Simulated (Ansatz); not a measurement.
## Na on Ti(0001): change of the work function

Aim: the work function of Ti(0001) at several coverages of Na (fcc site), and the dipole that each adsorbate carries.

Program: Ansatz 0.2.0. Level of theory: plane-wave DFT, PBE, Ansatz PAW. Results are calculated unless marked as measured.

### 1. The starting structure

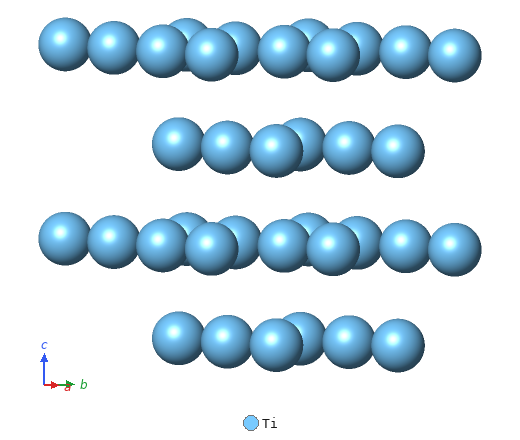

The starting structure, seen from the side, with the c axis up (titanium blue). 3×2×1 cells are drawn. Some periodic images of atoms are drawn too.

The cell holds 4 atoms: 4 Ti. Cell: a = 2.950 Å, b = 2.950 Å, c = 25.027 Å, α = 90.0°, β = 90.0°, γ = 60.0°. Vacuum lies along c.

### 2. The clean slab

The bare slab comes first, as the zero from which every change is counted. The two lowest layers are held at bulk places and the upper ones relax. The dipole correction removes the false field that a one-sided slab makes across the periodic vacuum, so each face gets a flat vacuum level of its own.

Input file input.yaml:

```yaml
crystal:
  lattice:
    - [2.95, 0.0, 0.0]
    - [1.475, 2.5547749412, 0.0]
    - [0.0, 0.0, 25.0269]
  atoms:
    - { symbol: Ti, position: [0.6666666667, 0.6666666667, 0.3596130564] }
    - { symbol: Ti, position: [0.0, 0.0, 0.4532043521] }
    - { symbol: Ti, position: [0.6666666667, 0.6666666667, 0.5467956479] }
    - { symbol: Ti, position: [0.0, 0.0, 0.6403869436] }
kpoints:
  mp_grid: { grid: [12, 12, 1] }
hamiltonian:
  xc: pbe
scf:
  occupations: { method: fermi_dirac, width: 0.1 }
  convergence: { dr2_threshold: 1.0e-08 }
efield:
  axis: 3
  dipole_correction: true
  ramp_position: 0.97
  ramp_width: 0.06
relax:
  f_tol: 0.02
  max_steps: 60
  constraints: [{ sites: [0, 1] }]
output:
  write_potential: true
  write_density: true
  volumetric_format: npy
```

Launch:

```sh
$ ansatz run input.yaml --threads 4 --pin off --max-ram 16384MiB --backend cpu --events-out ev --progress --plain --runs-dir out
```

Numbers of over 12 decimals in the logs are rounded to 6 here.

What it wrote:

```text
Engine: ansatz 0.2.0, aarch64-unknown-linux-gnu
Pseudopotentials: kind: paw
Pseudopotential: Ti, paw, valence charge 12, recommended cutoff 420 eV (normal), Ti.paw.azcp
Functional definition: PBE
  parameter kappa = 0.804
  parameter beta = 0.066725
  exchange = pbe_x(kappa = kappa, mu = beta*pi^2/3)
  correlation = pbe_c(beta = beta)
Crystal: 4 atoms, lattice volume = 188.617 Å³
Basis set: ecut = 420 eV, 3611 PW (Γ), exchange–correlation on 40×40×360 points (8 copies of the dense FFT grid, shifted against one another)
Bands: 29, of which v1, the nominal top of the filled ones, is band 24 counted from 1 (23 counted from 0)
Symmetry: 6 space group operations
k-points: 19 of 144 (time reversal used)
Non-local potential: Ti, projectors of the file, l = 0: 3, l = 1: 2, l = 2: 3, l = 3: 1
PAW form: soft (Blöchl's): semilocal exchange-correlation on the pseudo side does not see the compensation charge
PAW one-centre angular grid: Ti, 590 points (default); XC on 64 Gauss nodes
Initial density: superposition of atomic densities (neutral atoms: chi_scale 0, normalization atom), corrected by the library's trained network
Initial wavefunctions: pseudopotential atomic-orbital guess
Functional: x = pbe(κ = 0.804, μ = 0.219515), c = pbe(β = 0.066725)
SCF iter   1: F=—  HF=-9996.827743 eV  |F-HF|=—  |Δ(HF+E_count)|=         —  Δρ=6.22e-3  dr2=3.89e-1  ethr=1.77e-3  p=0.000 e·Å  D=5.72e-14 V/Å  ΔV_dip=-0.00 eV  dr2_dipole=9.47e-6  V_vac-E_F(+/−)=4.09/4.09 eV  ⟨swp⟩=7.0  Hψ=5629  notcnv=0
efield: sawtooth ramp at fractional position 0.9700 (set: `efield.ramp_position`, or a place that a band, a saddle search or an elastic batch's reference lends), width 0.0600; the density the first Hamiltonian is built on has a dipole p = 0.000 e·Å; the dipole correction subtracts the counter field D = 5.72e-14 V/Å, which shifts the + side's vacuum level by -0.00 eV against the − side's; the planar-averaged density in the ramp window peaks in size at 3.0e-5 e/Å³
automatic band count: the SCF goes on with 34 bands, as 29 were too few: the levels above may hold too much charge
preconditioner: auto → LDOS  [metal: Δε(μ)=0.033 eV  Ē_g=2.762 eV  σ=0.100 eV  W_gap=0.08  n_scr=16 (ndim 8)  ℏωp=10.8 eV  f_vac=0.550  D(μ)=8.41/eV (n_scr^D=88)  β→1.0]
SCF iter   2: F=—  HF=-9996.820566 eV  |F-HF|=—  |Δ(HF+E_count)|=   7.18e-3  Δρ=2.07e-3  dr2=1.66e-2  ethr=8.11e-4  p=-0.000 e·Å  D=-3.83e-5 V/Å  ΔV_dip=0.00 eV  dr2_dipole=2.48e-6  V_vac-E_F(+/−)=4.36/4.36 eV  ⟨swp⟩=1.9  Hψ=850  notcnv=0
SCF iter   3: F=—  HF=-9996.820324 eV  |F-HF|=—  |Δ(HF+E_count)|=   2.43e-4  Δρ=7.15e-4  dr2=2.59e-3  ethr=3.45e-5  p=-0.000 e·Å  D=-4.47e-5 V/Å  ΔV_dip=0.00 eV  dr2_dipole=9.85e-8  V_vac-E_F(+/−)=4.36/4.36 eV  ⟨swp⟩=2.1  Hψ=828  notcnv=0
SCF iter   4: F=—  HF=-9996.820197 eV  |F-HF|=—  |Δ(HF+E_count)|=   1.27e-4  Δρ=1.83e-4  dr2=7.43e-5  ethr=5.40e-6  p=-0.000 e·Å  D=-7.22e-6 V/Å  ΔV_dip=0.00 eV  dr2_dipole=6.13e-7  V_vac-E_F(+/−)=4.39/4.39 eV  ⟨swp⟩=2.0  Hψ=788  notcnv=0
SCF iter   5: F=—  HF=-9996.820294 eV  |F-HF|=—  |Δ(HF+E_count)|=   9.74e-5  Δρ=1.05e-4  dr2=4.27e-5  ethr=1.55e-7  p=-0.000 e·Å  D=-6.02e-6 V/Å  ΔV_dip=0.00 eV  dr2_dipole=2.14e-9  V_vac-E_F(+/−)=4.40/4.40 eV  ⟨swp⟩=3.4  Hψ=1271  notcnv=0
SCF iter   6: F=—  HF=-9996.820299 eV  |F-HF|=—  |Δ(HF+E_count)|=   5.17e-6  Δρ=3.45e-5  dr2=6.91e-6  ethr=8.90e-8  p=0.000 e·Å  D=5.34e-6 V/Å  ΔV_dip=-0.00 eV  dr2_dipole=4.49e-12  V_vac-E_F(+/−)=4.41/4.41 eV  ⟨swp⟩=2.2  Hψ=859  notcnv=0
SCF iter   7: F=—  HF=-9996.820326 eV  |F-HF|=—  |Δ(HF+E_count)|=   2.63e-5  Δρ=9.73e-6  dr2=2.31e-7  ethr=1.44e-8  p=0.000 e·Å  D=4.34e-6 V/Å  ΔV_dip=-0.00 eV  dr2_dipole=2.61e-10  V_vac-E_F(+/−)=4.41/4.41 eV  ⟨swp⟩=1.5  Hψ=670  notcnv=0
SCF iter   8: F=—  HF=-9996.820326 eV  |F-HF|=—  |Δ(HF+E_count)|=   3.11e-7  Δρ=4.96e-6  dr2=7.05e-8  ethr=4.82e-10  p=0.000 e·Å  D=3.41e-6 V/Å  ΔV_dip=-0.00 eV  dr2_dipole=1.15e-11  V_vac-E_F(+/−)=4.41/4.41 eV  ⟨swp⟩=3.0  Hψ=1249  notcnv=0
SCF iter   9: F=-9996.820326 eV  HF=-9996.820326 eV  |F-HF|=4.66e-9  |Δ(HF+E_count)|=   1.10e-8  Δρ=1.31e-6  dr2=3.16e-9  ethr=2.08e-11  p=0.000 e·Å  D=1.86e-6 V/Å  ΔV_dip=-0.00 eV  dr2_dipole=2.64e-11  V_vac-E_F(+/−)=4.41/4.41 eV  ⟨swp⟩=7.9  Hψ=4145  notcnv=0
SCF 1 converged in 9 iterations: F = -9996.820326 eV  dr2 = 3.16e-9
  greatest PAW one-centre occupation: 0.999 electrons in one spin orbital (limit 2), on the Ti atom at site 2 (counted from 0), in its partial waves of l = 0
relax step   1: F+E_penalty+E_count = -9996.82032589 eV  Δ(F+E_penalty+E_count) = +0.000e0 eV  max|allowed force component| = 6.136e-1 eV/Å  Δτ_max = 0.0000 Å  (9 SCF iters, accepted)
Bands: 34, of which v1, the nominal top of the filled ones, is band 24 counted from 1 (23 counted from 0)
Initial density: handed on by an earlier stage of this run
Initial wavefunctions: those handed on with the density
SCF iter   1: F=—  HF=-9997.020719 eV  |F-HF|=—  |Δ(HF+E_count)|=         —  Δρ=1.54e-2  dr2=3.23e0  ethr=3.10e-3  p=0.000 e·Å  D=6.90e-7 V/Å  ΔV_dip=-0.00 eV  dr2_dipole=2.03e-1  V_vac-E_F(+/−)=4.45/4.45 eV  ⟨swp⟩=4.8  Hψ=1854  notcnv=0
efield: sawtooth ramp at fractional position 0.9700 (set: `efield.ramp_position`, or a place that a band, a saddle search or an elastic batch's reference lends), width 0.0600; the density the first Hamiltonian is built on has a dipole p = 0.000 e·Å; the dipole correction subtracts the counter field D = 6.90e-7 V/Å, which shifts the + side's vacuum level by -0.00 eV against the − side's; the planar-averaged density in the ramp window peaks in size at 8.7e-6 e/Å³
preconditioner: auto → LDOS  [metal: Δε(μ)=0.006 eV  Ē_g=2.864 eV  σ=0.100 eV  W_gap=0.02  n_scr=16 (ndim 8)  ℏωp=10.8 eV  f_vac=0.560  D(μ)=7.32/eV (n_scr^D=62)  β→1.0]
SCF iter   2: F=—  HF=-9996.896701 eV  |F-HF|=—  |Δ(HF+E_count)|=   1.24e-1  Δρ=7.26e-3  dr2=5.18e-1  ethr=3.10e-3  p=0.018 e·Å  D=1.74e-2 V/Å  ΔV_dip=-0.44 eV  dr2_dipole=8.81e-2  V_vac-E_F(+/−)=4.00/4.43 eV  ⟨swp⟩=2.1  Hψ=1128  notcnv=0
SCF iter   3: F=—  HF=-9996.864918 eV  |F-HF|=—  |Δ(HF+E_count)|=   3.18e-2  Δρ=2.42e-3  dr2=6.44e-2  ethr=1.08e-3  p=0.007 e·Å  D=6.93e-3 V/Å  ΔV_dip=-0.17 eV  dr2_dipole=1.04e-2  V_vac-E_F(+/−)=4.26/4.43 eV  ⟨swp⟩=2.1  Hψ=988  notcnv=0
SCF iter   4: F=—  HF=-9996.859779 eV  |F-HF|=—  |Δ(HF+E_count)|=   5.14e-3  Δρ=9.85e-4  dr2=8.07e-3  ethr=1.34e-4  p=0.007 e·Å  D=6.69e-3 V/Å  ΔV_dip=-0.17 eV  dr2_dipole=2.47e-3  V_vac-E_F(+/−)=4.26/4.43 eV  ⟨swp⟩=2.1  Hψ=974  notcnv=0
SCF iter   5: F=—  HF=-9996.859571 eV  |F-HF|=—  |Δ(HF+E_count)|=   2.08e-4  Δρ=1.72e-4  dr2=9.56e-5  ethr=1.68e-5  p=0.006 e·Å  D=5.68e-3 V/Å  ΔV_dip=-0.14 eV  dr2_dipole=1.68e-5  V_vac-E_F(+/−)=4.29/4.43 eV  ⟨swp⟩=1.9  Hψ=759  notcnv=0
SCF iter   6: F=—  HF=-9996.859598 eV  |F-HF|=—  |Δ(HF+E_count)|=   2.75e-5  Δρ=9.00e-5  dr2=6.59e-5  ethr=1.99e-7  p=0.005 e·Å  D=5.13e-3 V/Å  ΔV_dip=-0.13 eV  dr2_dipole=5.10e-6  V_vac-E_F(+/−)=4.30/4.43 eV  ⟨swp⟩=2.3  Hψ=888  notcnv=0
SCF iter   7: F=—  HF=-9996.859606 eV  |F-HF|=—  |Δ(HF+E_count)|=   8.13e-6  Δρ=5.04e-5  dr2=8.15e-6  ethr=1.37e-7  p=0.005 e·Å  D=4.68e-3 V/Å  ΔV_dip=-0.12 eV  dr2_dipole=1.85e-6  V_vac-E_F(+/−)=4.31/4.43 eV  ⟨swp⟩=1.7  Hψ=678  notcnv=0
SCF iter   8: F=—  HF=-9996.859637 eV  |F-HF|=—  |Δ(HF+E_count)|=   3.11e-5  Δρ=1.65e-5  dr2=1.25e-6  ethr=1.70e-8  p=0.005 e·Å  D=4.37e-3 V/Å  ΔV_dip=-0.11 eV  dr2_dipole=3.61e-8  V_vac-E_F(+/−)=4.32/4.43 eV  ⟨swp⟩=2.5  Hψ=1020  notcnv=0
SCF iter   9: F=—  HF=-9996.859637 eV  |F-HF|=—  |Δ(HF+E_count)|=   1.30e-7  Δρ=6.35e-6  dr2=1.45e-7  ethr=2.60e-9  p=0.004 e·Å  D=4.27e-3 V/Å  ΔV_dip=-0.11 eV  dr2_dipole=6.59e-9  V_vac-E_F(+/−)=4.32/4.43 eV  ⟨swp⟩=2.1  Hψ=814  notcnv=0
SCF iter  10: F=—  HF=-9996.859637 eV  |F-HF|=—  |Δ(HF+E_count)|=   2.23e-8  Δρ=1.77e-6  dr2=1.75e-8  ethr=3.01e-10  p=0.004 e·Å  D=4.25e-3 V/Å  ΔV_dip=-0.11 eV  dr2_dipole=1.63e-9  V_vac-E_F(+/−)=4.32/4.43 eV  ⟨swp⟩=2.6  Hψ=940  notcnv=0
SCF iter  11: F=-9996.859637 eV  HF=-9996.859637 eV  |F-HF|=8.57e-10  |Δ(HF+E_count)|=   7.38e-9  Δρ=6.03e-7  dr2=2.44e-9  ethr=2.08e-11  p=0.004 e·Å  D=4.24e-3 V/Å  ΔV_dip=-0.11 eV  dr2_dipole=4.98e-10  V_vac-E_F(+/−)=4.32/4.43 eV  ⟨swp⟩=9.3  Hψ=3722  notcnv=0
SCF 2 converged in 11 iterations: F = -9996.859637 eV  dr2 = 2.44e-9
  greatest PAW one-centre occupation: 0.999 electrons in one spin orbital (limit 2), on the Ti atom at site 1 (counted from 0), in its partial waves of l = 0
relax step   2: F+E_penalty+E_count = -9996.85963747 eV  Δ(F+E_penalty+E_count) = -3.931e-2 eV  max|allowed force component| = 4.318e-1 eV/Å  Δτ_max = 0.1956 Å  (11 SCF iters, accepted)
iter 1 solved again at ethr=1.59e-3 eV; its pass at ethr=3.10e-3 eV (dr2=7.66e-1 eV) is discarded
SCF iter   1: F=—  HF=-9996.908496 eV  |F-HF|=—  |Δ(HF+E_count)|=         —  Δρ=7.69e-3  dr2=8.62e-1  ethr=1.59e-3  p=0.004 e·Å  D=4.24e-3 V/Å  ΔV_dip=-0.11 eV  dr2_dipole=4.10e-2  V_vac-E_F(+/−)=4.31/4.42 eV  ⟨swp⟩=1.0  Hψ=2302  notcnv=0
efield: sawtooth ramp at fractional position 0.9700 (set: `efield.ramp_position`, or a place that a band, a saddle search or an elastic batch's reference lends), width 0.0600; the density the first Hamiltonian is built on has a dipole p = 0.004 e·Å; the dipole correction subtracts the counter field D = 4.24e-3 V/Å, which shifts the + side's vacuum level by -0.11 eV against the − side's; the planar-averaged density in the ramp window peaks in size at 7.3e-6 e/Å³
preconditioner: auto → LDOS  [metal: Δε(μ)=0.012 eV  Ē_g=2.791 eV  σ=0.100 eV  W_gap=0.03  n_scr=16 (ndim 8)  ℏωp=10.8 eV  f_vac=0.555  D(μ)=7.84/eV (n_scr^D=74)  β→1.0]
SCF iter   2: F=—  HF=-9996.881424 eV  |F-HF|=—  |Δ(HF+E_count)|=   2.71e-2  Δρ=3.90e-3  dr2=1.36e-1  ethr=1.59e-3  p=-0.001 e·Å  D=-1.03e-3 V/Å  ΔV_dip=0.03 eV  dr2_dipole=2.98e-5  V_vac-E_F(+/−)=4.46/4.44 eV  ⟨swp⟩=2.1  Hψ=803  notcnv=0
SCF iter   3: F=—  HF=-9996.876836 eV  |F-HF|=—  |Δ(HF+E_count)|=   4.59e-3  Δρ=1.02e-3  dr2=7.96e-3  ethr=2.84e-4  p=0.001 e·Å  D=1.33e-3 V/Å  ΔV_dip=-0.03 eV  dr2_dipole=4.47e-4  V_vac-E_F(+/−)=4.39/4.43 eV  ⟨swp⟩=2.0  Hψ=893  notcnv=0
SCF iter   4: F=—  HF=-9996.876294 eV  |F-HF|=—  |Δ(HF+E_count)|=   5.42e-4  Δρ=2.15e-4  dr2=1.88e-4  ethr=1.66e-5  p=0.001 e·Å  D=1.32e-3 V/Å  ΔV_dip=-0.03 eV  dr2_dipole=4.33e-5  V_vac-E_F(+/−)=4.39/4.43 eV  ⟨swp⟩=2.0  Hψ=779  notcnv=0
SCF iter   5: F=—  HF=-9996.876314 eV  |F-HF|=—  |Δ(HF+E_count)|=   2.03e-5  Δρ=8.59e-5  dr2=4.19e-5  ethr=3.92e-7  p=0.002 e·Å  D=1.54e-3 V/Å  ΔV_dip=-0.04 eV  dr2_dipole=6.00e-6  V_vac-E_F(+/−)=4.39/4.42 eV  ⟨swp⟩=2.3  Hψ=962  notcnv=0
SCF iter   6: F=—  HF=-9996.876353 eV  |F-HF|=—  |Δ(HF+E_count)|=   3.85e-5  Δρ=3.19e-5  dr2=6.27e-6  ethr=8.73e-8  p=0.002 e·Å  D=1.75e-3 V/Å  ΔV_dip=-0.04 eV  dr2_dipole=2.46e-7  V_vac-E_F(+/−)=4.38/4.42 eV  ⟨swp⟩=2.0  Hψ=789  notcnv=0
SCF iter   7: F=—  HF=-9996.876383 eV  |F-HF|=—  |Δ(HF+E_count)|=   3.04e-5  Δρ=1.32e-5  dr2=9.85e-7  ethr=1.31e-8  p=0.002 e·Å  D=1.88e-3 V/Å  ΔV_dip=-0.05 eV  dr2_dipole=1.33e-7  V_vac-E_F(+/−)=4.38/4.42 eV  ⟨swp⟩=2.1  Hψ=797  notcnv=0
SCF iter   8: F=—  HF=-9996.876384 eV  |F-HF|=—  |Δ(HF+E_count)|=   1.86e-7  Δρ=5.15e-6  dr2=2.26e-7  ethr=2.05e-9  p=0.002 e·Å  D=1.96e-3 V/Å  ΔV_dip=-0.05 eV  dr2_dipole=1.79e-8  V_vac-E_F(+/−)=4.37/4.42 eV  ⟨swp⟩=2.1  Hψ=829  notcnv=0
SCF iter   9: F=-9996.876384 eV  HF=-9996.876384 eV  |F-HF|=5.95e-9  |Δ(HF+E_count)|=   1.34e-8  Δρ=1.63e-6  dr2=7.68e-9  ethr=2.08e-11  p=0.002 e·Å  D=1.99e-3 V/Å  ΔV_dip=-0.05 eV  dr2_dipole=3.83e-10  V_vac-E_F(+/−)=4.37/4.42 eV  ⟨swp⟩=8.6  Hψ=4536  notcnv=0
SCF 3 converged in 9 iterations: F = -9996.876384 eV  dr2 = 7.68e-9
relax step   3: F+E_penalty+E_count = -9996.87638356 eV  Δ(F+E_penalty+E_count) = -1.675e-2 eV  max|allowed force component| = 1.190e-2 eV/Å  Δτ_max = 0.0899 Å  (9 SCF iters, accepted)
NSCF: frozen V_eff on 19 k-points
the band table was solved once a step of the walk had ended and its energy, with any forces and stress, was formed, with the checks that follow a solve (2893 applications of the Hamiltonian). They found nothing against the state; the energy, forces and stress were not computed again (output.eigenvalues in the input reference)
WARN: The input density's exchange-correlation potential varies sharply where the density is thin. Do not read a vacuum level from v_tot or v_xc, or from such a field of the output density. On a cell that repeats whose density bears no net charge and no dipole along the vacuum's axis use v_es (v_loc + v_h of the components); under efield.dipole_correction with no amplitude use v_es + v_field, which holds any external [...]
SCF converged after 9 iterations
Free energy (F): -9996.876384 eV
Harris-Foulkes:  -9996.876384 eV  (|F-HF|=5.95e-9)
Internal energy: -9996.623465 eV  (E = F + TS)
E sigma→0 (E₀):  -9996.749924 eV
Entropy (-TS):   -0.252919 eV (-63.230 meV/atom)
Fermi energy:    2.290332 eV
Dipole field:    D = 0.002018 V/Å  (p = 0.002104 e·Å, saw-weighted, corrected)
Work function:   Φ+ = 4.3729 eV   Φ− = 4.4234 eV
Levels:          The Fermi level and band energies are counted from a zero that moves with the ramp; work functions are not
--- Per-component energies (eV) ---
  E_band       = -1160.708086
  E_kinetic    = 1085.706683
  E_local      = -50168.131695  (includes V_loc(G=0)·N_el)
  E_nonlocal   = 34.277157
  E_hartree    = 24527.751569
  E_xc         = -386.964372
  E_vxc        = -483.802244  (∫ρ·V_xc dr)
  E_paw        = -4190.770097  (= ΣΔE_a)
  E_vpaw       = -684.249600  (= ΣTr[D̂ρ^β])
  E_aug_tail   = 0.000492  (compensation charges beyond the density's cutoff)
  E_efield     = 0.000002  (sawtooth field / dipole correction)
  E_vefield    = 0.000915  (∫n·V_field dr)
  E_ewald      = 19101.506797
  E_smearing   = -0.252919  (= −TS)
  E_closure    = -0.000000  (closes the sum)
  Σ components = -9996.876384   (vs F -9996.876384, Δ=0.00e0)
--- Forces (eV/Å), atoms counted from 1 ---
  atom   1  Ti     0.00000000     0.00000000     0.60717096
  atom   2  Ti     0.00000000    -0.00000000    -0.58698495
  atom   3  Ti     0.00000000     0.00000000    -0.00824482
  atom   4  Ti    -0.00000000    -0.00000000    -0.01190260
  max |Σ_I F_I| component: 3.86e-5 eV/Å
--- Band table (eV; the first three rows and the last of 19) ---
  k-point 0: bands = [... 20 lower, 2.0512, 2.2819, 2.7160, 2.7943, 2.9364, 2.9364, 3.0094, 3.0094, ... 6 higher]
  k-point 1: bands = [... 20 lower, 1.9894, 2.2496, 2.5399, 2.6448, 2.8456, 2.9373, 3.0405, 3.0898, ... 6 higher]
  k-point 2: bands = [... 20 lower, 1.7486, 2.0197, 2.1514, 2.4575, 2.5617, 2.7274, 3.0024, 3.2370, ... 6 higher]
  k-point 18: bands = [... 20 lower, 1.1279, 1.5089, 1.5929, 2.2386, 2.2466, 2.3803, 2.4174, 2.5706, ... 6 higher]
--- Relaxed structure (3 steps of the walk, 3 accepted, 0 SCFs on fresh bases) ---
  F+E_penalty+E_count = -9996.87638356 eV   max|allowed force component| = 1.190e-2 eV/Å
  atoms:
    - { symbol: Ti, position: [0.666667, 0.666667, 0.3596130564] }
    - { symbol: Ti, position: [0.0, 0.0, 0.4532043521] }
    - { symbol: Ti, position: [0.666667, 0.666667, 0.549513] }
    - { symbol: Ti, position: [0, 0, 0.636167] }
```

Elapsed: 10 s, on 4 threads of Arm Neoverse V1, shared host; peak memory 0.5 GiB; 38 s of CPU time.

The steps of the relaxation:

```tsv
step	energy less that of the first step (eV)	largest force component (eV/Å)
1	0.0000	0.6136
2	-0.0393	0.4318
3	-0.0561	0.0119
```

Forces are held to the 6 operations that the run works with; a distortion that breaks them can't arise in this run.

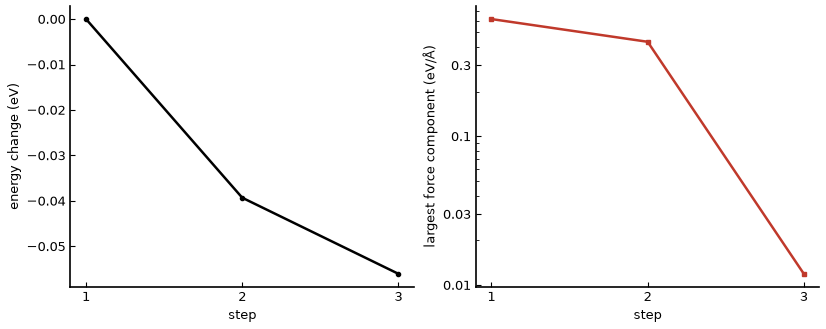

Energy and largest force along the relaxation.

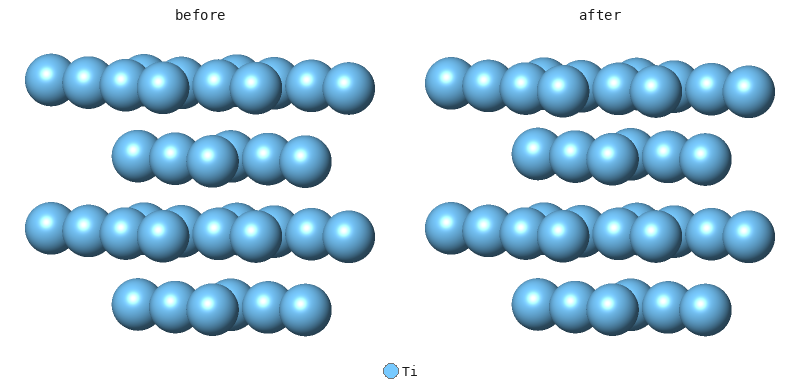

Before and after, at one scale.

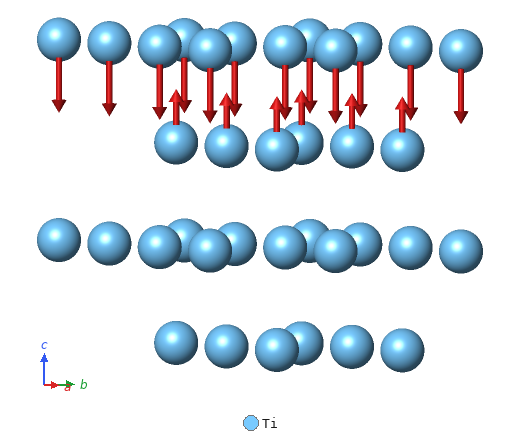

Displacements in the relaxation, exaggerated; the longest in the cell stands for 0.11 Å. 3×2×1 cells are drawn. Some periodic images of atoms are drawn too.

The atoms that moved most (Å):

```tsv
atom	dx	dy	dz	length
Ti4	0.000	0.000	-0.106	0.106
Ti3	0.000	0.000	0.068	0.068
```

The relaxed structure:

```cif
data_structure
_symmetry_space_group_name_H-M 'P 1'
_symmetry_Int_Tables_number 1
_cell_length_a 2.9500
_cell_length_b 2.9500
_cell_length_c 25.0269
_cell_angle_alpha 90.000
_cell_angle_beta 90.000
_cell_angle_gamma 60.000
_cell_volume 188.62
loop_
_atom_site_label
_atom_site_type_symbol
_atom_site_fract_x
_atom_site_fract_y
_atom_site_fract_z
_atom_site_occupancy
Ti1 Ti 0.66667 0.66667 0.35961 1
Ti2 Ti 0.00000 0.00000 0.45320 1
Ti3 Ti 0.66667 0.66667 0.54951 1
Ti4 Ti 0.00000 0.00000 0.63617 1
```

Numbers from this step:

* energy at zero smearing: -9996.7499 eV
* work function, upper face: 4.373 eV
* work function, lower face: 4.423 eV
* dipole along the normal: 0.002104 e·Å
* step between the vacuum levels: -0.05051 eV

Running mean over 2.342 Å of the planar mean; the ramp of the sawtooth is left out. Electron's electrostatic potential energy less the Fermi level against z:

```tsv
z (Å)	electron's electrostatic potential energy less the Fermi level (eV)
4	4.42
5	4.40
6	4.24
7	2.89
8	-3.13
9	-6.74
10	-6.59
11	-6.58
12	-6.38
13	-6.32
14	-6.94
15	-7.68
16	-6.81
17	-2.61
18	3.07
19	4.22
20	4.36
21	4.37
```

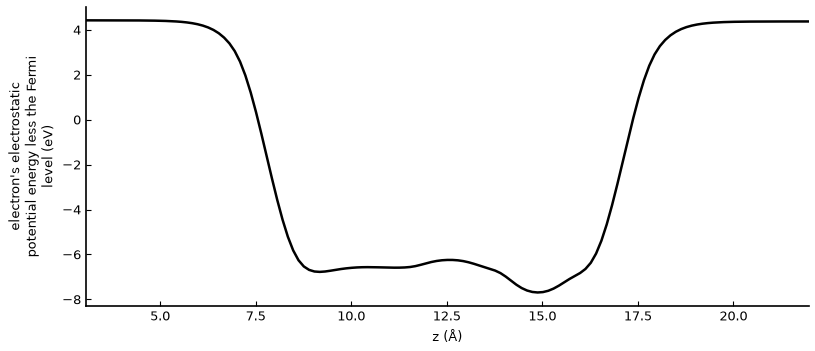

Electron's electrostatic potential energy less the Fermi level, plotted against z.

The relaxation took 3 steps and lowered the energy by 0.056 eV; the largest force on the free atoms ends at 0.012 eV/Å.

The work function of the upper face is 4.37 eV.

[end of part 1 of 4]

[Logs are printed without paths, hosts, clocks, repeated set-up lines and the standing remarks that a program may print on its own settings, such as how far it seeks lower states.]

[Hosts, paths, dates, database ids (printed as entryN), source tags and the programs' standing remarks are cut or masked in the printed files.]

[Maps of the electrostatic potential energy from Ansatz leave out the sawtooth potential of an applied field or a dipole correction, so their vacuum need not be flat; planar profiles and work functions include it.]
